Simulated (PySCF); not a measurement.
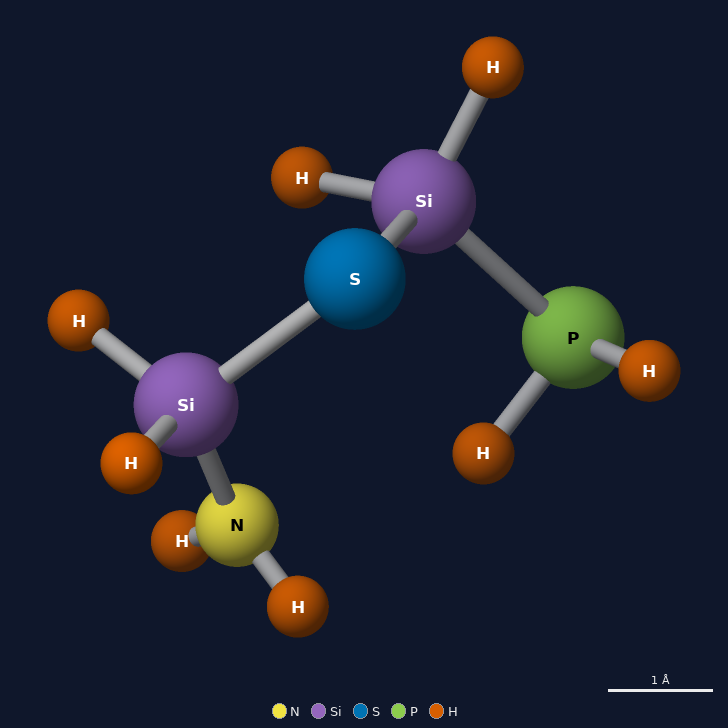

A ball-and-stick model of a molecule. Every bond is drawn as one stick, whatever its order.

Computed geometry: PBE0-D3(BJ)/def2-SVP optimisation. No frequency run is at hand to confirm it as a minimum.

Question: Which formula does it have?

Answer: H8NPSSi2, 13 atoms: 8 hydrogen, 1 nitrogen, 1 phosphorus, 1 sulfur and 2 silicon.

Question: Write the SMILES.

Answer: N[SiH2]S[SiH2]P

Question: How many bonds of each kind are drawn?

Answer: 4 Si–H, 2 S–Si, 2 N–H, 2 P–H, 1 N–Si, 1 P–Si.

Question: Does it have rings?

Answer: It has no ring.

Question: Name functional groups in it.

Answer: Among them: Si–H bond, Si–N bond.

More results for the same structure follow; atom numbers are the same in all pictures, views and colours differ.

### Symmetry

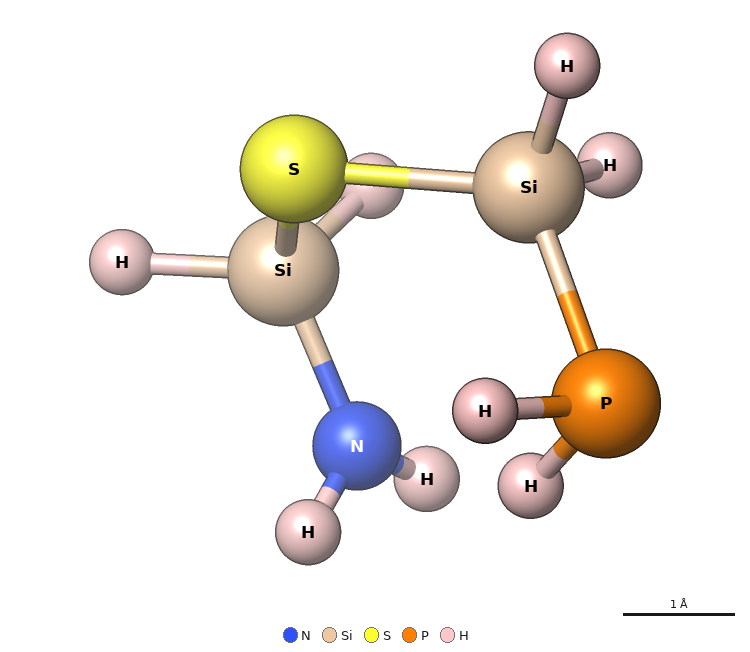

Depth is shown by fading: the farther an atom, the more it takes the colour of the background. No frequency run is at hand to confirm it as a minimum. Masses are those of the most abundant isotopes; constants are for the rigid equilibrium geometry.

Question: Classify the rotor and give the rotational constants (MHz).

Answer: An asymmetric top (C1): A = 2637, B = 1172, C = 914 MHz. Ray's parameter κ is −0.70, nearer the prolate limit.

### Quadrupole coupling

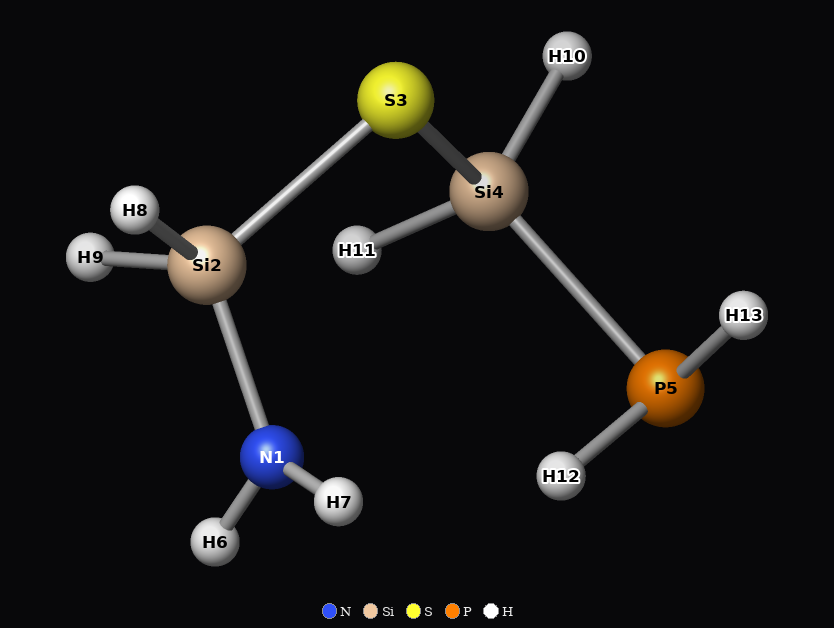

No frequency run is at hand to confirm it as a minimum. Electric field gradients from the ground-state density, PBE0/6-31G (PySCF 2.14.0), non-relativistic apart from any core potentials.

Give the largest field-gradient component, the quadrupole coupling constant and the asymmetry for 14N at N1 (Q = 20.44 mb), 33S at S3 (Q = −67.81 mb).

| atom | V_zz (a.u.) | e²qQ/h (MHz) | η |
| --- | --- | --- | --- |
| N1 | −0.968 | −4.65 | 0.15 |
| S3 | −1.602 | 25.5 | 0.58 |

### NMR shielding

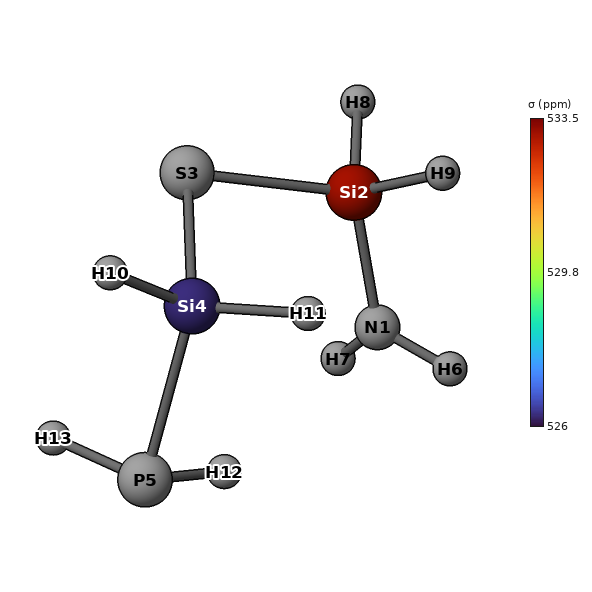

Atoms are coloured by their isotropic NMR shieldings (Si only, the others grey). No frequency run is at hand to confirm it as a minimum. Properties computed with GIAO PBE0/STO-3G NMR shielding, non-relativistic, gas phase (PySCF 2.14.0).

Give the isotropic NMR shieldings of the Si atoms atom by atom.

```
atom  σ (ppm)
 Si2    533.1
 Si4    526.3
```

### Charges

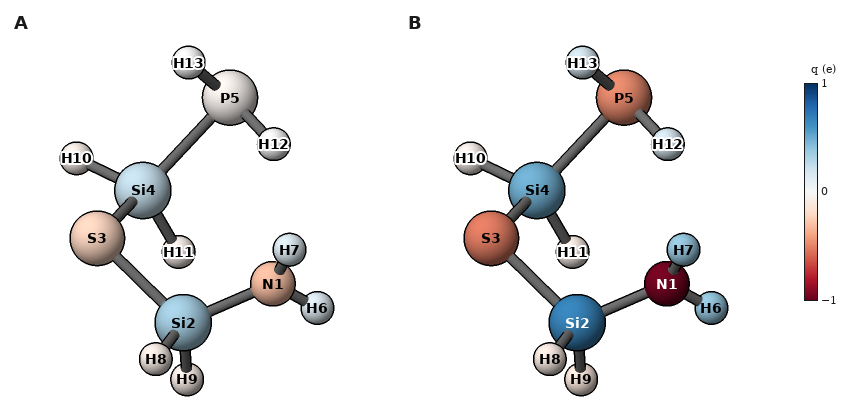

Atomic charges of one calculation by 2 schemes, on one colour scale. No frequency run is at hand to confirm it as a minimum. Method: PBE0/6-31G (PySCF 2.14.0).

Question: The schemes are ESP-fitted, Hirshfeld. Which panel shows which?

Answer: A Hirshfeld, B ESP-fitted.

List the charges (e), one line for each set of equivalent atoms.

```json
{"atom": "N1", "Hirshfeld": "−0.30", "ESP-fitted": "−0.95"}
{"atom": "Si2", "Hirshfeld": "0.34", "ESP-fitted": "0.66"}
{"atom": "S3", "Hirshfeld": "−0.22", "ESP-fitted": "−0.51"}
{"atom": "Si4", "Hirshfeld": "0.23", "ESP-fitted": "0.48"}
{"atom": "P5", "Hirshfeld": "−0.03", "ESP-fitted": "−0.48"}
{"atom": "H6", "Hirshfeld": "0.13", "ESP-fitted": "0.38"}
{"atom": "H7", "Hirshfeld": "0.13", "ESP-fitted": "0.38"}
{"atom": "H8", "Hirshfeld": "−0.07", "ESP-fitted": "−0.09"}
{"atom": "H9", "Hirshfeld": "−0.07", "ESP-fitted": "−0.10"}
{"atom": "H10", "Hirshfeld": "−0.06", "ESP-fitted": "−0.05"}
{"atom": "H11", "Hirshfeld": "−0.06", "ESP-fitted": "−0.07"}
{"atom": "H12", "Hirshfeld": "−0.01", "ESP-fitted": "0.17"}
{"atom": "H13", "Hirshfeld": "0.00", "ESP-fitted": "0.18"}
```
